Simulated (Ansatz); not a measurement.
**Convergence of a linear-scaling basis for amorphous Si (169 atoms)**

Aim: test how closely localised support functions follow the reference on amorphous Si (169 atoms), and at what cost. A setting counts as converged where the r.m.s. difference of forces stays under 1 % of the r.m.s. force.

Program: Ansatz 0.2.0. Level of theory: Kohn-Sham DFT, PBE, PAW (set soft_2), plane waves. Results are calculated unless marked as measured.

**Experiments to compare with.** Si-Si coordination number quoted from the high-resolution X-ray diffraction study of Laaziri et al (as quoted in “Relationship between diffraction peak, network topology, and amorphous-forming ability in silicon and silica”, 2021, PMC8590056): number of Si about Si 3.9.

## Step 1: The structure

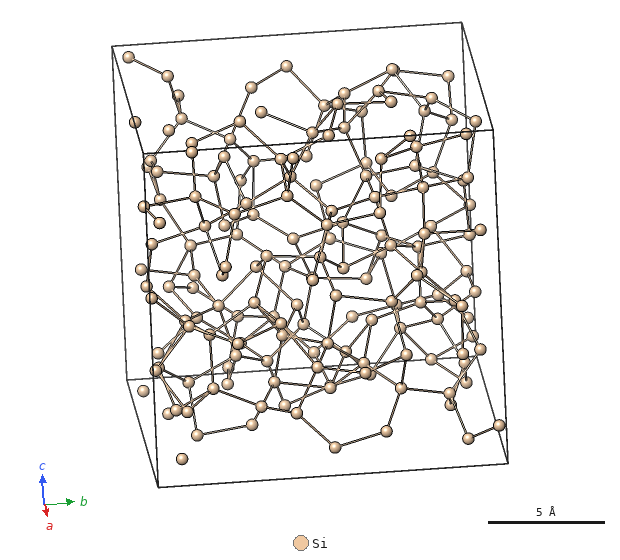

The cell as given, slightly off an axis (silicon light orange). Bonds to atoms that aren't drawn are left out. Some periodic images of atoms are drawn too.

The cell holds 169 atoms: 169 Si. Its edges and angles: a = 15.165 Å, b = 15.165 Å, c = 15.165 Å, α = 90.0°, β = 90.0°, γ = 90.0°. 169 atoms (169 Si) placed at random at 2.26 g/cm³, melted at 2500 K for 20 ps at fixed volume with the modified Tersoff potential (Kumagai, Izumi, Hara and Sakai, Comput. Mater. Sci. 39, 457 (2007)). Quenched from 2500 K to 300 K at 20 K/ps and fixed volume, held 5 ps. The starting density is a measured one.

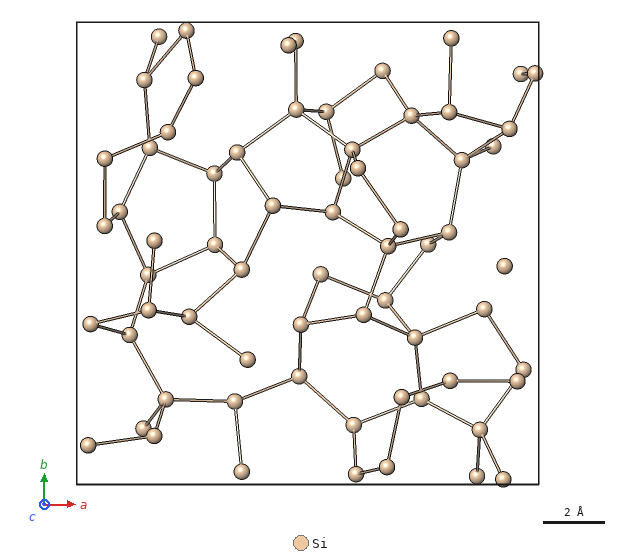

A slice 6 Å thick through the middle of the cell. Bonds to atoms that aren't drawn are left out.

Before any run, some limits are plain. The quench rate of 20 K/ps is many orders above laboratory rates, so the cell is likely richer in defects and strain than a real sample. The network of bonds at the start is that of the classical potential that made the cell, and needn't be the one that DFT or experiment would give. Only the Γ point is sampled, in a cell whose shortest periodic width is 15 Å.

## Step 2: Plane-wave single point

This run is the reference for what follows, at a cutoff of 420 eV.

input.yaml

```yaml
crystal:
  lattice:
    - [15.1647, 0.0, 0.0]
    - [0.0, 15.1647, 0.0]
    - [0.0, 0.0, 15.1647]
  atoms:
    - { symbol: Si, position: [0.96138, 0.88831, 0.32436] }
    - { symbol: Si, position: [0.33305, 0.9789, 0.30183] }
    - { symbol: Si, position: [0.1684, 0.52752, 0.68744] }
    - { symbol: Si, position: [0.72457, 0.7981, 0.50002] }
    - { symbol: Si, position: [0.42802, 0.61947, 0.8501] }
    - { symbol: Si, position: [0.49275, 0.37979, 0.9342] }
    - { symbol: Si, position: [0.60462, 0.02234, 0.47352] }
    - { symbol: Si, position: [0.52825, 0.45468, 0.36311] }
    - { symbol: Si, position: [0.25767, 0.87943, 0.64212] }
    - { symbol: Si, position: [0.18579, 0.27277, 0.02843] }
    - { symbol: Si, position: [0.89571, 0.51712, 0.04961] }
    - { symbol: Si, position: [0.60873, 0.68434, 0.69558] }
    - { symbol: Si, position: [0.73208, 0.3179, 0.4452] }
    - { symbol: Si, position: [0.14451, 0.12108, 0.31771] }
    - { symbol: Si, position: [0.9374, 0.66258, 0.10091] }
    - { symbol: Si, position: [0.85828, 0.52528, 0.70427] }
    - { symbol: Si, position: [0.34243, 0.17963, 0.41096] }
    - { symbol: Si, position: [0.35735, 0.02762, 0.44414] }
    - { symbol: Si, position: [0.03013, 0.34713, 0.583] }
    - { symbol: Si, position: [0.46623, 0.71885, 0.96478] }
    - { symbol: Si, position: [0.90785, 0.47629, 0.29687] }
    - { symbol: Si, position: [0.54792, 0.98567, 0.88105] }
    - { symbol: Si, position: [0.76585, 0.40888, 0.8797] }
    - { symbol: Si, position: [0.64274, 0.58689, 0.9924] }
    - { symbol: Si, position: [0.76066, 0.51949, 0.31749] }
    - { symbol: Si, position: [0.92612, 0.4724, 0.56424] }
    - { symbol: Si, position: [0.38182, 0.24483, 0.71625] }
    - { symbol: Si, position: [0.84242, 0.68951, 0.885] }
    - { symbol: Si, position: [0.14663, 0.87525, 0.44614] }
    - { symbol: Si, position: [0.17943, 0.1755, 0.8287] }
    - { symbol: Si, position: [0.99196, 0.88963, 0.47787] }
    - { symbol: Si, position: [0.59651, 0.7245, 0.54396] }
    [... 131 atom lines left out ...]
    - { symbol: Si, position: [0.31906, 0.06837, 0.17823] }
    - { symbol: Si, position: [0.72675, 0.95651, 0.25735] }
    - { symbol: Si, position: [0.79449, 0.15841, 0.79393] }
    - { symbol: Si, position: [0.21191, 0.94321, 0.78073] }
    - { symbol: Si, position: [0.59947, 0.12857, 0.3612] }
    - { symbol: Si, position: [0.36995, 0.27006, 0.56282] }
kpoints:
  mp_grid: { grid: [1, 1, 1] }
hamiltonian:
  xc: pbe
scf:
  occupations: { method: gaussian, width: 0.025 }
output:
  forces: true
  stress: true
  populations: true
  dos:
    method: { smearing: { sigma: 0.15 } }
    de: 0.1
    projected: { site_lists: { Si: [Si] } }
  eigenvalues: true
  write_density: true
  write_potential: true
  volumetric_format: npy
  elf: true
```

Started as:

```
> ansatz run input.yaml --threads 4 --pin off --max-ram 8192MiB --backend cpu --events-out ev --progress --plain --runs-dir out
```

Numbers of over 12 decimals in the logs are rounded to 6 here.

The log of the run:

```text
Engine: ansatz 0.2.0, aarch64-unknown-linux-gnu
Pseudopotentials: kind: paw
Pseudopotential: Si, paw, valence charge 4, recommended cutoff 420 eV (normal), Si.paw.azcp
[... 5 lines on functional and potentials left out ...]
Crystal: 169 atoms, lattice volume = 3487.398 Å³
Basis set: ecut = 420 eV, 68243 PW (Γ), exchange–correlation on 216×216×216 points (8 copies of the dense FFT grid, shifted against one another)
Bands: 507, of which v1, the nominal top of the filled ones, is band 338 counted from 1 (337 counted from 0)
Symmetry: 1 space group operations
Space group: P1 (ITA 1), of the structure as read, at distance tolerance 1.5e-4 Å
k-points: 1
[... 3 lines on functional and potentials left out ...]
Initial density: superposition of atomic densities (neutral atoms: chi_scale 0, normalization atom), corrected by the library's trained network
Initial wavefunctions: pseudopotential atomic-orbital guess
Functional: x = pbe(κ = 0.804, μ = 0.219515), c = pbe(β = 0.066725)
SCF iter   1: F=—  HF=-107401.875626 eV  |F-HF|=—  |Δ(HF+E_count)|=         —  Δρ=3.60e-3  dr2=1.79e0  ethr=1.77e-3  ⟨swp⟩=6.0  Hψ=2351  notcnv=0  defer=83
preconditioner: auto → Resta (q_TF=auto, 2.076 Å⁻¹)  ε∞=5.7  [insulator: Δε(μ)=0.077 eV  Ē_g=7.510 eV  σ=0.025 eV  W_gap=0.97  n_scr=514 (ndim 8)  ℏωp=16.3 eV  f_vac=0.005  D(μ)=8.47/eV (n_scr^D=18)  ε∞_Penn≈5.7]
SCF iter   2: F=—  HF=-107401.700670 eV  |F-HF|=—  |Δ(HF+E_count)|=   1.75e-1  Δρ=1.84e-3  dr2=2.62e-1  ethr=2.65e-4  ⟨swp⟩=2.0  Hψ=590  notcnv=0  defer=128
SCF iter   3: F=—  HF=-107401.675724 eV  |F-HF|=—  |Δ(HF+E_count)|=   2.49e-2  Δρ=5.09e-4  dr2=2.34e-2  ethr=3.88e-5  ⟨swp⟩=3.0  Hψ=667  notcnv=0  defer=160
SCF iter   4: F=—  HF=-107401.678831 eV  |F-HF|=—  |Δ(HF+E_count)|=   3.11e-3  Δρ=1.97e-4  dr2=5.89e-3  ethr=3.46e-6  ⟨swp⟩=3.0  Hψ=731  notcnv=0  defer=160
SCF iter   5: F=—  HF=-107401.680181 eV  |F-HF|=—  |Δ(HF+E_count)|=   1.35e-3  Δρ=7.55e-5  dr2=1.28e-3  ethr=8.71e-7  ⟨swp⟩=3.0  Hψ=699  notcnv=0  defer=160
SCF iter   6: F=—  HF=-107401.680564 eV  |F-HF|=—  |Δ(HF+E_count)|=   3.83e-4  Δρ=3.22e-5  dr2=2.19e-4  ethr=1.89e-7  ⟨swp⟩=3.0  Hψ=652  notcnv=0  defer=160
SCF iter   7: F=—  HF=-107401.680639 eV  |F-HF|=—  |Δ(HF+E_count)|=   7.49e-5  Δρ=1.35e-5  dr2=3.99e-5  ethr=3.24e-8  ⟨swp⟩=2.0  Hψ=527  notcnv=0  defer=160
SCF iter   8: F=—  HF=-107401.682185 eV  |F-HF|=—  |Δ(HF+E_count)|=   1.55e-3  Δρ=5.43e-6  dr2=5.37e-6  ethr=5.90e-9  ⟨swp⟩=2.0  Hψ=687  notcnv=0  defer=160
SCF iter   9: F=—  HF=-107401.682188 eV  |F-HF|=—  |Δ(HF+E_count)|=   2.92e-6  Δρ=1.97e-6  dr2=5.71e-7  ethr=7.95e-10  ⟨swp⟩=2.0  Hψ=560  notcnv=0  defer=160
SCF iter  10: F=-107401.682188 eV  HF=-107401.682188 eV  |F-HF|=3.58e-8  |Δ(HF+E_count)|=   5.11e-7  Δρ=7.08e-7  dr2=8.02e-8  ethr=1.48e-11  ⟨swp⟩=27.0  Hψ=4739  notcnv=0
SCF 1 converged in 10 iterations: F = -107401.682188 eV  dr2 = 8.02e-8
  greatest PAW one-centre occupation: 0.676 electrons in one spin orbital (limit 2), on the Si atom at site 88 (counted from 0), in its partial waves of l = 0
SCF converged after 10 iterations
Free energy (F): -107401.682188 eV
Harris-Foulkes:  -107401.682188 eV  (|F-HF|=3.58e-8)
Internal energy: -107401.674171 eV  (E = F + TS)
E sigma→0 (E₀):  -107401.678180 eV
Entropy (-TS):   -0.008017 eV (-0.047 meV/atom)
Fermi energy:    6.111358 eV
--- Per-component energies (eV) ---
  E_band       = 640.040582
  E_kinetic    = 6746.264901
  E_local      = -6108.974418  (includes V_loc(G=0)·N_el)
  E_nonlocal   = 4366.687226
  E_hartree    = 1944.987545
  E_xc         = -9298.448050
  E_vxc        = -7860.363549  (∫ρ·V_xc dr)
  E_paw        = -86633.131339  (= ΣΔE_a)
  E_vpaw       = -393.548605  (= ΣTr[D̂ρ^β])
  E_aug_tail   = 0.001079  (compensation charges beyond the density's cutoff)
  E_ewald      = -18419.061115
  E_smearing   = -0.008017  (= −TS)
  E_closure    = -0.000000  (closes the sum)
  Σ components = -107401.682188   (vs F -107401.682188, Δ=0.00e0)
--- Forces (eV/Å), atoms counted from 1 ---
  atom   1  Si    -0.57588469    -0.74644231    -0.04875802
  atom   2  Si     0.35831524    -0.81647809    -0.14075335
  atom   3  Si    -0.10750676    -0.46078993    -1.06136268
  atom   4  Si    -0.08375958     0.19395791    -0.07533534
  atom   5  Si    -0.47698791     0.10196742     0.29297265
  atom   6  Si    -0.21629864     0.33515325    -0.47222212
  atom   7  Si     0.64409653    -0.74458485     0.19521988
  atom   8  Si     0.45074344    -0.02627702     1.11645751
  atom   9  Si     0.06550832    -0.86733687     0.83149137
  atom  10  Si    -0.29887327    -0.05187209     0.11315886
  atom  11  Si     0.44407537     0.43749600    -0.20829067
  atom  12  Si     0.40572958     0.35259277    -0.18223990
  atom  13  Si     0.78120334    -0.02184561    -0.08376438
  atom  14  Si    -0.65197715     0.16715541     0.09740259
[...]
atom 168  Si    -0.17308440    -0.30456199    -0.33253197
  atom 169  Si     0.02062319     0.14491408    -0.74510083
  max |Σ_I F_I| component: 2.75e-5 eV/Å
--- Stress (GPa, compression-positive) ---
        0.110753       0.253259      -0.254892
        0.253259       0.169639       0.057393
       -0.254892       0.057393      -0.103144
  P = ⅓ Tr σ = 0.0591 GPa (0.591 kbar)
--- Band table (eV) ---
  k-point 0: bands = ["-6.2815", "-5.8822", "-5.8010", "-5.6449", [... 491 levels ...], "9.9767", "9.9906", "10.0015", "10.0208", "10.0303", "10.0688", "10.0973", "10.1063", "10.1132", "10.1469", "10.1595", "10.1888"]
--- Löwdin populations: 169 sites ---
  site symbol       q [e]
     0     Si      3.9385
     1     Si      3.9621
     2     Si      3.9874
[...]
168     Si      3.9742
  spilling = 0.011821 (of n_electrons = 676.000000)
```

Run time: 84 s. Hardware: 4 threads of Arm Neoverse V2, shared host; peak memory 4.5 GiB; 5.5 min of CPU time.

Reading the cycles: dr2 is the Hartree energy of the density residual (eV), the measure of convergence; HF is the Harris–Foulkes estimate of the energy, which meets the free energy F at convergence.

The run gave:

```yaml
free_energy: -107401.6822 eV
free_energy_per_atom: -635.5129 eV/atom
scf_cycles: 10
pressure: 0.05908 GPa
r_m_s_force_component: 0.4557 eV/Å
longest_force: 1.576 eV/Å
fermi_energy: 6.111 eV
levels_partly_filled_by_over_2_per_cent: 2
spilling_of_the_projection: 0.01182
```

The r.m.s. force component of 0.46 eV/Å sets the scale for the differences below.

## Step 3: Support functions medium

The cell is solved in localised support functions.

This step: Kohn-Sham DFT, PBE, PAW (set soft_2), localised support functions (medium) (Ansatz 0.2.0).

input.yaml, the sections that differ from step 2:

```yaml
scf:
  occupations: { method: gaussian, width: 0.025 }
  eigensolver: { kind: { support_functions: { accuracy: medium } } }
  mixing: { beta: 0.4 }
  max_iter: 150
output:
  forces: true
  eigenvalues: true
# crystal, kpoints, hamiltonian: as in step 2
```

The log of the run:

```text
Warning: scf.eigensolver.kind.support_functions: disabling space-group detection — the functions' gradient is summed over unrotated k-points, so no spatial operation reduces the k-mesh or symmetrises the density; time reversal is kept, so that k and −k are solved as one point where they differ and the mesh holds both, and exact exchange and, on two spinor components, a DFT+U term hold to it where the run has them: [...]
settings of this run that can trade accuracy for cost: scf.eigensolver.kind.support_functions [...]
[...]
Crystal: 169 atoms, lattice volume = 3487.398 Å³
Basis set: ecut = 420 eV, 68243 PW (Γ), exchange–correlation on 216×216×216 points (8 copies of the dense FFT grid, shifted against one another)
Bands: 406, of which v1, the nominal top of the filled ones, is band 338 counted from 1 (337 counted from 0)
Symmetry: 1 space group operations
k-points: 1
[...]
SCF iter   1: F=—  HF=-107368.784855 eV  |F-HF|=—  |Δ(HF+E_count)|=         —  Δρ=3.56e-2  dr2=5.37e1  ethr=1.00e-1
[...]
SCF iter  12: F=—  HF=-107401.672360 eV  |F-HF|=—  |Δ(HF+E_count)|=   3.59e-3  Δρ=7.80e-6  dr2=5.33e-6  ethr=4.98e-9  κ⁻¹=1.4e-6(r=7)
SCF iter  13: F=-107401.672364 eV  HF=-107401.672362 eV  |F-HF|=2.08e-6  |Δ(HF+E_count)|=   2.56e-6  Δρ=5.15e-6  dr2=2.22e-6  ethr=7.88e-10
SCF 1 converged in 13 iterations: F = -107401.739402 eV  dr2 = 2.22e-6
[...]
SCF converged after 13 iterations
Stability not checked: this state was not tested for a lower state beside it, because the mixer in use, unlike msr1, does not test its closes by its own steps (another_mixer; see scf.mixing.algorithm and scf.lower_state_search)
Free energy (F): -107401.739402 eV
[...]
Internal energy: -107401.731790 eV  (E = F + TS)
E sigma→0 (E₀):  -107401.735596 eV
Entropy (-TS):   -0.007612 eV (-0.045 meV/atom)
Fermi energy:    6.112192 eV
[...]
Σ components = -107401.739402   (vs F -107401.739402, Δ=0.00e0)
--- Forces (eV/Å), atoms counted from 1 ---
  atom   1  Si    -0.57595114    -0.74669991    -0.04845053
  atom   2  Si     0.35828086    -0.81599414    -0.14045141
  atom   3  Si    -0.10848965    -0.46139250    -1.06135222
  atom   4  Si    -0.08325210     0.19317509    -0.07575684
[...]
atom 169  Si     0.02025967     0.14489770    -0.74495611
  max |Σ_I F_I| component: 7.43e-3 eV/Å
--- Band table (eV) ---
[...]
```

Wall time 76 s (4 threads); peak memory 3.8 GiB.

The program notes that the band table was not solved further than the SCF left it and it switched symmetry off.

Keys that differ from the reference: support_functions.accuracy = "medium", scf.max_iter = 150 and scf.mixing.beta = 0.4.

Forces differ from the reference by 0.36 meV/Å r.m.s., 0.080 % of their size, well within a tolerance of 1 %; the energy by -0.34 meV/atom. The two runs also began from different starting densities, which bears on cycles and time.

## Step 4: Support functions low

With localised support functions most steps grow linearly with size, though the diagonalisation grows faster unless the density matrix is cut; this run measures error and cost at this size.

This step: Kohn-Sham DFT, PBE, PAW (set soft_2), localised support functions (low) (Ansatz 0.2.0).

input.yaml, the sections that differ from step 3:

```yaml
scf:
  occupations: { method: gaussian, width: 0.025 }
  eigensolver: { kind: { support_functions: { accuracy: low } } }
  mixing: { beta: 0.4 }
  max_iter: 150
# crystal, kpoints, hamiltonian, output: as in step 3
```

The log of the run:

```text
[...]
Crystal: 169 atoms, lattice volume = 3487.398 Å³
Basis set: ecut = 420 eV, 68243 PW (Γ), exchange–correlation on 216×216×216 points (8 copies of the dense FFT grid, shifted against one another)
Bands: 406, of which v1, the nominal top of the filled ones, is band 338 counted from 1 (337 counted from 0)
Symmetry: 1 space group operations
k-points: 1
[...]
SCF iter   1: F=—  HF=-107368.784855 eV  |F-HF|=—  |Δ(HF+E_count)|=         —  Δρ=3.56e-2  dr2=5.37e1  ethr=1.00e-1
[...]
SCF iter  10: F=—  HF=-107401.664358 eV  |F-HF|=—  |Δ(HF+E_count)|=   5.88e-3  Δρ=3.73e-5  dr2=1.06e-4  ethr=6.85e-8  κ⁻¹=2.7e-7(r=7)
SCF iter  11: F=-107401.668806 eV  HF=-107401.668766 eV  |F-HF|=3.96e-5  |Δ(HF+E_count)|=   4.41e-3  Δρ=2.29e-5  dr2=3.37e-5  ethr=1.56e-8
SCF 1 converged in 11 iterations: F = -107401.739380 eV  dr2 = 3.37e-5
[...]
SCF converged after 11 iterations
[...]
Free energy (F): -107401.739380 eV
[...]
Internal energy: -107401.731773 eV  (E = F + TS)
E sigma→0 (E₀):  -107401.735577 eV
Entropy (-TS):   -0.007607 eV (-0.045 meV/atom)
Fermi energy:    6.112437 eV
[...]
Σ components = -107401.739380   (vs F -107401.739380, Δ=0.00e0)
--- Forces (eV/Å), atoms counted from 1 ---
  atom   1  Si    -0.57601916    -0.74674314    -0.04848851
  atom   2  Si     0.35847209    -0.81606583    -0.14035050
  atom   3  Si    -0.10850410    -0.46112983    -1.06140355
  atom   4  Si    -0.08333827     0.19325065    -0.07580860
[...]
atom 169  Si     0.02017004     0.14480409    -0.74501405
  max |Σ_I F_I| component: 7.65e-3 eV/Å
--- Band table (eV) ---
[...]
```

Run time: 71 s. Hardware: 4 threads; peak memory 3.8 GiB.

Keys that differ from the reference: support_functions.accuracy = "low", scf.max_iter = 150 and scf.mixing.beta = 0.4.

Forces differ from the reference by 0.37 meV/Å r.m.s., 0.081 % of their size, well within a tolerance of 1 %; the energy by -0.34 meV/atom. The two runs also began from different starting densities, which bears on cycles and time.

## Step 5: Support functions high

The cell is solved in localised support functions.

This step: Kohn-Sham DFT, PBE, PAW (set soft_2), localised support functions (high) (Ansatz 0.2.0).

input.yaml, the sections that differ from step 4:

```yaml
scf:
  occupations: { method: gaussian, width: 0.025 }
  eigensolver: { kind: { support_functions: { accuracy: high } } }
  mixing: { beta: 0.4 }
  max_iter: 150
# crystal, kpoints, hamiltonian, output: as in step 4
```

The log of the run:

```text
[...]
Crystal: 169 atoms, lattice volume = 3487.398 Å³
Basis set: ecut = 420 eV, 68243 PW (Γ), exchange–correlation on 216×216×216 points (8 copies of the dense FFT grid, shifted against one another)
Bands: 406, of which v1, the nominal top of the filled ones, is band 338 counted from 1 (337 counted from 0)
Symmetry: 1 space group operations
k-points: 1
[...]
SCF iter   1: F=—  HF=-107372.840390 eV  |F-HF|=—  |Δ(HF+E_count)|=         —  Δρ=3.55e-2  dr2=5.38e1  ethr=1.00e-1
[...]
SCF iter  16: F=—  HF=-107401.723235 eV  |F-HF|=—  |Δ(HF+E_count)|=   1.90e-4  Δρ=7.19e-7  dr2=3.18e-8  ethr=1.56e-11  κ⁻¹=5.9e-6(r=7)
SCF iter  17: F=-107401.723404 eV  HF=-107401.723404 eV  |F-HF|=5.49e-9  |Δ(HF+E_count)|=   1.69e-4  Δρ=4.06e-7  dr2=1.02e-8  ethr=4.70e-12
SCF 1 converged in 17 iterations: F = -107401.727973 eV  dr2 = 1.02e-8
[...]
SCF converged after 17 iterations
[...]
Free energy (F): -107401.727973 eV
[...]
Internal energy: -107401.719987 eV  (E = F + TS)
E sigma→0 (E₀):  -107401.723980 eV
Entropy (-TS):   -0.007986 eV (-0.047 meV/atom)
Fermi energy:    6.111337 eV
[...]
Σ components = -107401.727973   (vs F -107401.727973, Δ=0.00e0)
--- Forces (eV/Å), atoms counted from 1 ---
  atom   1  Si    -0.57586086    -0.74642920    -0.04868170
  atom   2  Si     0.35829378    -0.81642348    -0.14076685
  atom   3  Si    -0.10760004    -0.46083897    -1.06122420
  atom   4  Si    -0.08377636     0.19379552    -0.07535660
[...]
atom 169  Si     0.02048821     0.14496016    -0.74504330
  max |Σ_I F_I| component: 2.80e-4 eV/Å
--- Band table (eV) ---
[...]
```

Wall time 5.2 min (4 threads); peak memory 6.4 GiB.

Keys that differ from the reference: support_functions.accuracy = "high", scf.max_iter = 150 and scf.mixing.beta = 0.4.

Forces differ from the reference by 0.093 meV/Å r.m.s., 0.020 % of their size, well within a tolerance of 1 %; the energy by -0.27 meV/atom. It took 5.2 min and 17 cycles; the reference's time can't be set against it, since the two runs asked for unlike analyses. The two runs also began from different starting densities, which bears on cycles and time.

[end of part 1 of 3]

[Logs are printed without paths, hosts, clocks, repeated set-up lines and the standing remarks that a program may print on its own settings, such as how far it seeks lower states.]

[Hosts, paths, dates, database ids (printed as entryN), source tags and the programs' standing remarks are cut or masked in the printed files.]
